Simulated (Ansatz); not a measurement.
# HSE06/STO-3G run of N2O (nitrous oxide)

What is the electronic atomisation energy of N2O (nitrous oxide) at HSE06/STO-3G? 

The results are computed with Ansatz 0.2.0.

30 further runs of the same task are left out: 6 that didn't finish, 24 set aside as unsound or not needed.

### Step 1. The molecule

N2O: 3 atoms, total charge 0, spin state singlet. As SMILES, `N#[N+][O-]`. Geometry: relaxed at PBE0-D4/def2-TZVP.

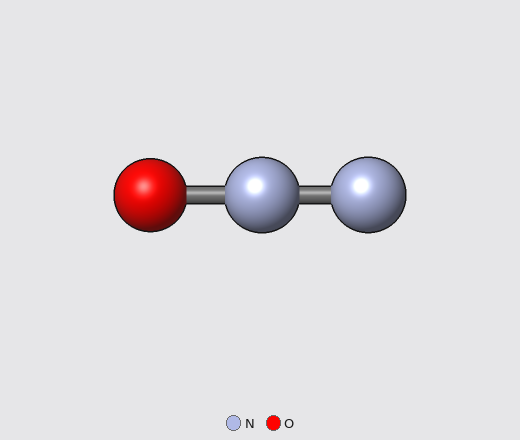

The structure, seen from a chosen angle (nitrogen light blue, oxygen red).

### Step 2. The energy at HSE06/STO-3G

The input, input.yaml:

```yaml
crystal:
  periodic: [false, false, false]
  atoms:
    - {symbol: "N", position_ang: [-0.511700, 1.001300, -0.167900]}
    - {symbol: "N", position_ang: [-0.008400, 0.016500, -0.002800]}
    - {symbol: O, position_ang: [0.520100, -1.017800, 0.170700]}
basis:
  gaussian: {orbitals: STO-3G}
hamiltonian: {xc: {name: HSE06}}
accuracy: high
```

Started as:

```
$ ansatz run input.yaml --threads 1 --pin off --max-ram 2610MiB --events-out events.jsonl --progress --plain --runs-dir runs
```

The program printed:

```text
Warning: RAYON_NUM_THREADS=1 ignored (pool sized by the plan → 1); use --threads N
Functional definition: HSE06
  name "HSE06"
  parameter a = 0.25
  parameter omega = 0.11/bohr
  exchange = pbe_x - a*pbe_x_sr(omega) + a*exact_x_sr(omega)
  correlation = pbe_c
252 factors; integrals over basis functions are off by at most 2.3e-8 eV
41 factors; integrals over basis functions are off by at most 4.3e-10 eV
mean field evaluation 1: about -4947.5780 eV, gradient 3.8e1 eV
mean field evaluation 2: about -4936.9185 eV, gradient 7.4e1 eV
mean field evaluation 4: about -4950.9630 eV, gradient 3.2e0 eV
mean field evaluation 8: about -4950.9768 eV, gradient 6.0e-2 eV
mean field evaluation 16: about -4950.9768 eV, gradient 8.4e-7 eV
mean field -4950.97676381 eV, -181.9450401775 hartree, gradient 1.1e-8 eV, S^2 0.000000; 0 other end points of the search recorded, 0 dependent functions left out
reference -4950.97676465 eV, -181.9450402083 hartree; 11, 11 occupied and 4, 4 virtual orbitals, 252 factors
Total energy: -4950.97676465 eV, -181.9450402083 hartree
```

Wall time 1.3 s (1 thread of Intel Xeon Platinum 8375C at 2.90GHz (Ice Lake), shared host).

### Step 3. The N atom

The input, molecule.yaml:

```yaml
crystal:
  periodic: [false, false, false]
  atoms:
    - symbol: "N"
      position_ang: [0.000000, 0.000000, 0.000000]
basis:
  gaussian:
    orbitals: STO-3G
hamiltonian:
  xc: hse06
accuracy: high
magnetization:
  spin_polarized: true
  initial_magnetization: 3
```

Started as:

```
$ ansatz run molecule.yaml --threads 1 --pin off --max-ram 2610MiB --events-out events.jsonl --progress --plain --runs-dir runs
```

The program printed, cut to the lines that bear on the results:

```text
Warning: RAYON_NUM_THREADS=1 ignored (pool sized by the plan → 1); use --threads N
[... 6 set-up lines as earlier in the session ...]
15 factors; integrals over basis functions are off by at most 1.1e-9 eV
13 factors; integrals over basis functions are off by at most 2.7e-10 eV
mean field evaluation 1: about -1464.9565 eV, gradient 5.6e-10 eV
mean field evaluation 2: about -1464.9563 eV, gradient 1.4e-9 eV
mean field -1464.95630955 eV, -53.8361513930 hartree, gradient 0.0e0 eV, S^2 3.750000; 0 other end points of the search recorded, 0 dependent functions left out
reference -1464.95631042 eV, -53.8361514248 hartree; 5, 2 occupied and 0, 3 virtual orbitals, 15 factors
Total energy: -1464.95631042 eV, -53.8361514248 hartree
```

Wall time 0.33 s (1 thread of Intel Xeon Platinum 8375C at 2.90GHz (Ice Lake), shared host).

### Step 4. The O atom, same level

The input, molecule.yaml:

```yaml
basis:
  gaussian: {orbitals: STO-3G}
crystal:
  periodic: [false, false, false]
  atoms:
    - {symbol: O, position_ang: [0.000000, 0.000000, 0.000000]}
accuracy: high
hamiltonian: {xc: {name: HSE06}}
magnetization: {spin_polarized: true, initial_magnetization: 2}
```

Run the same way, it converges to -73.97333 Eh (log not shown).

### Step 5. What came out

Level: HSE06/STO-3G.

| quantity | value |
| --- | --- |
| molecule: total energy | -181.94504 Eh |
| N atom: total energy | -53.83615 Eh |
| N atom: ⟨S²⟩ | 3.750 |
| O atom: total energy | -73.97333 Eh |
| O atom: ⟨S²⟩ | 2.000 |
| electronic atomisation energy | 8.147 eV |

**Reading.** Taking the molecule apart into free atoms costs 8.15 eV (786 kJ/mol), before zero-point energy and without spin-orbit coupling. In a minimal basis such a difference can be off by several eV, whatever the method.
